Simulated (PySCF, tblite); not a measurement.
# C₄H₁₇PSi₃: geometry, infrared bands and NMR shifts

Aim: predict the infrared bands and NMR shifts of C₄H₁₇PSi₃ (`CC(C)(C)[Si@@H]([SiH3])[SiH2]P`).

Programs: tblite 0.8.0 and PySCF 2.14.0, with density-fitted response routines of our own. Each step states its level of theory. These are calculated values for one molecule in the gas phase, unless marked as measured. Atoms count from 0, in the outputs and in this text.

**1. Starting geometry**

25 atoms, charge 0, multiplicity 1; geometry from: force field or distance geometry start.

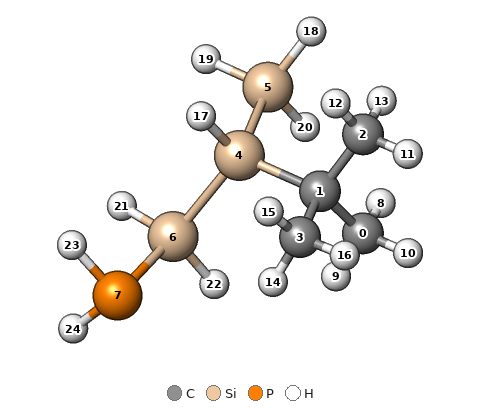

The starting geometry (carbon grey, silicon light orange, phosphorus orange, hydrogen white), atoms numbered.

**2. Geometry optimisation with GFN2-xTB**

What the job is given:

```
{"job": {"kind": "relax", "xc": "GFN2-xTB", "basis": "xTB"}, "charge": 0, "multiplicity": 1}
C     -1.578200    -0.337700     1.325800
C     -1.047800    -0.519300    -0.117600
C     -2.174400    -0.208600    -1.103900
C     -0.667300    -2.007000    -0.300000
Si     0.509500     0.624500    -0.461100
Si    -0.030400     2.851100    -0.186800
Si     2.230300     0.285800     1.008100
P      3.298700    -1.622400     0.633300
H     -1.909000     0.691800     1.508100
H     -0.838700    -0.584000     2.087900
H     -2.454700    -0.986800     1.502900
H     -3.045600    -0.871700    -0.945900
H     -1.862200    -0.333300    -2.136000
H     -2.542000     0.822400    -1.000600
H      0.074300    -2.330200     0.445600
H     -0.261400    -2.207700    -1.278200
H     -1.543300    -2.655800    -0.160700
H      0.955600     0.369300    -1.870500
H     -1.143400     3.228300    -1.084300
H      1.155400     3.709600    -0.481700
H     -0.453700     3.096400     1.224000
H      3.240900     1.363600     0.885100
H      1.729100     0.274100     2.419800
H      3.938300    -1.247200    -0.565600
H      4.408900    -1.380900     1.467900
```

Run with:

```bash
$ OMP_NUM_THREADS=1 python probes_run.py task.json out
```

This one command runs all jobs of the session in turn.

**Question.** This job is followed by: GFN2-xTB harmonic vibrations, gas phase; GIAO PBE0/pcSseg-1 NMR shielding, non-relativistic, gas phase. What will the session give for the following? strongest single infrared mode (GFN2-xTB); zero-point energy (GFN2-xTB); 13C shifts against TMS (PBE0/pcSseg-1, means over atoms taken as alike); 1H shifts against TMS (PBE0/pcSseg-1, means over atoms taken as alike); 29Si shifts against TMS (PBE0/pcSseg-1); 31P shifts against H3PO4 (PBE0/pcSseg-1).

**Answer**, as computed:

| quantity | value |
| --- | --- |
| strongest single infrared mode (GFN2-xTB) | 571 cm⁻¹, 653 km/mol |
| zero-point energy (GFN2-xTB) | 117.5 kcal/mol |
| 13C shifts against TMS (PBE0/pcSseg-1, means over atoms taken as alike) | 32.1, 24.1 ppm |
| 1H shifts against TMS (PBE0/pcSseg-1, means over atoms taken as alike) | 4.31, 3.93, 3.92, 3.45, 1.29, 1.14 ppm |
| 29Si shifts against TMS (PBE0/pcSseg-1) | -57.9, -92.8, -119.5 ppm |
| 31P shifts against H3PO4 (PBE0/pcSseg-1) | -300.4 ppm |

**Reading.** Relaxing lowered the energy by 0.276 eV in 258 steps; the close pair that moved most is Si4–Si6, from 2.288 to 2.337 Å. All 69 modes are real, so the xTB geometry is a minimum. The strongest single mode, at 571 cm⁻¹, moves mainly H17 and H21. Unscaled tight-binding wavenumbers are off by several per cent, some by more. Its intensities can rank the bands wrongly. At PBE0/pcSseg-1: The widest tensor belongs to P7: span 153 ppm, with a paramagnetic part of -349 ppm.
